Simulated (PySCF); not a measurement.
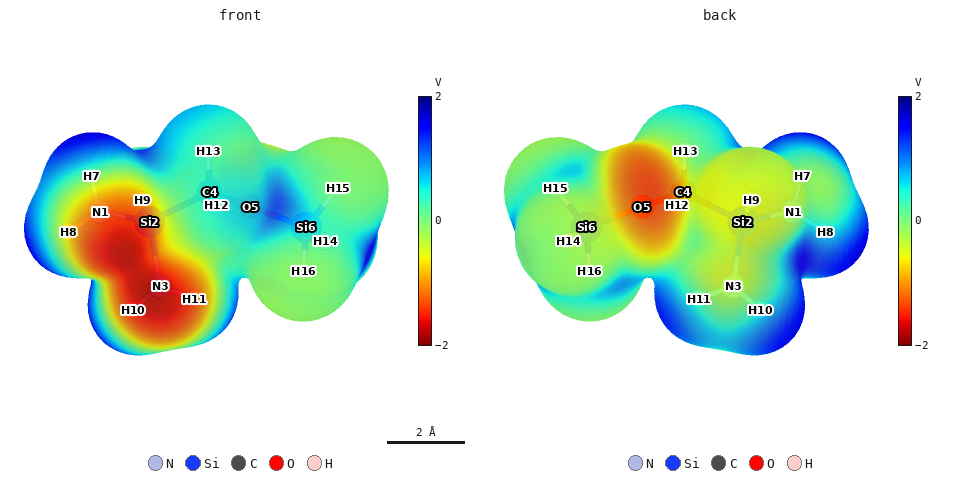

CH$_{10}$N$_{2}$OSi$_{2}$ (SMILES N[SiH](N)CO[SiH3]). The electrostatic potential painted on the density surface at 0.002 e/bohr³, seen from the front and from behind; the colour scale runs from red (negative) to blue (positive).

Geometry: GFN2-xTB.

Level of theory: PBE0/pcSseg-1, SCF density, gas phase, non-relativistic in PySCF.

Input file:

```
{"job": {"kind": "nmr", "xc": "PBE0", "basis": "pcSseg-1"}, "charge": 0, "multiplicity": 1}
N     -2.273498     1.494996     0.534397
Si    -1.319693     0.206905    -0.104193
N     -1.375222    -1.031082     1.090297
C      0.493774     0.775547    -0.174626
O      1.267566    -0.352182    -0.535569
Si     2.660624    -0.882366     0.076830
H     -2.266586     2.383119     0.061426
H     -3.208795     1.281894     0.838872
H     -1.710310    -0.233396    -1.459513
H     -2.250701    -1.478959     1.304936
H     -0.634697    -1.713282     1.070676
H      0.829451     1.179062     0.782026
H      0.657818     1.551307    -0.927392
H      2.760694    -2.150111    -0.631653
H      3.781814     0.022660    -0.204285
H      2.580160    -1.045168     1.533843
```

Command:

```sh
OMP_NUM_THREADS=1 python probes_run.py task.json out
```

Question: Describe the electrostatic potential map.

Answer: The most negative region (about −1.8 V, or −42 kcal/mol for a unit charge) lies over N1 and N3, the most positive (about +1.6 V, or +37 kcal/mol for a unit charge) over Si6, H7, H8 and H10.
